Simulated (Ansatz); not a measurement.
# Fields on a plane of ZnS (space group R3m)

```yaml
crystal:
  lattice:
    - [1.87021, 1.07976, 9.20113]
    - [-1.87021, 1.07976, 9.20113]
    - [0.00000, -2.15953, 9.20113]
  atoms:
    - { symbol: Zn, position: [0.00000, 0.00000, 0.00000] }
    - { symbol: Zn, position: [0.77766, 0.77766, 0.77766] }
    - { symbol: Zn, position: [0.55540, 0.55540, 0.55540] }
    - { symbol: S, position: [0.91677, 0.91677, 0.91677] }
    - { symbol: S, position: [0.47219, 0.47219, 0.47219] }
    - { symbol: S, position: [0.69463, 0.69463, 0.69463] }
```

The slice is a (1 -1 0 2) plane (indices of the conventional cell) through the point (0.695, 0.695, 0.695) (fractional), spanned by u = [1 0 -1] and v = [010] in vectors of this cell: u (3.74 Å) and v (9.45 Å, at 90° to u). It covers one period; positions are fractions (u, v).

Atoms on it: S at (0.00, 0.00). Other atoms lie within 1 Å of the plane.

All values below come from LDA (plane waves to 420 eV, PAW, scalar-relativistic; Ansatz, an electronic-structure program). k mesh 10×10×10. Inside the PAW spheres the values are not all-electron values, and peaks at nuclei hang on which shells count as valence. This is one of several known forms of ZnS; the measured ambient cells at hand have space group No. 186 or 216. ZnS was relaxed with its symmetry unable to fall.

| v \ u | 0.00 | 0.11 | 0.22 | 0.33 | 0.44 | 0.56 | 0.67 | 0.78 | 0.89 |
|---|---|---|---|---|---|---|---|---|---|
| 0.88 | 3.8 | 4.9 | 6.3 | 6.3 | 5.6 | 5.6 | 6.3 | 6.3 | 4.9 |
| 0.75 | 6.8 | 7.0 | 7.4 | 7.7 | 7.7 | 7.7 | 7.7 | 7.4 | 7.0 |
| 0.62 | x | x | 3.7 | 6.5 | 7.5 | 7.5 | 6.5 | 3.7 | x |
| 0.50 | 4.9 | 5.5 | 6.5 | 7.3 | 7.6 | 7.6 | 7.3 | 6.5 | 5.5 |
| 0.38 | 4.9 | 5.5 | 6.7 | 7.5 | 7.8 | 7.8 | 7.5 | 6.7 | 5.5 |
| 0.25 | x | x | x | 5.2 | 7.0 | 7.0 | 5.2 | x | x |
| 0.12 | 0.8 | 2.3 | 5.2 | 6.9 | 7.5 | 7.5 | 6.9 | 5.2 | 2.3 |
| 0.00 | x | x | x | 3.9 | 5.0 | 5.0 | 3.9 | x | x |

Values: electrostatic potential energy of an electron, from the cell's mean, in eV. Points within 1 Å of a nucleus are blanked (x), as the pseudised field means little there. The zero, the cell's mean, hangs on the PAW cores.

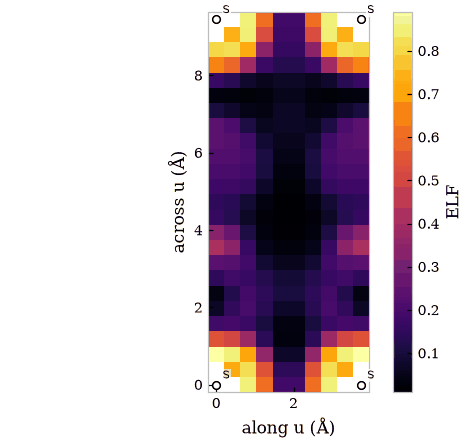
Fig. 1. Electron localisation function (ELF), one period of the plane, atoms marked. Points within 0.5 Å of a nucleus are left white, as the pseudised field means little there.
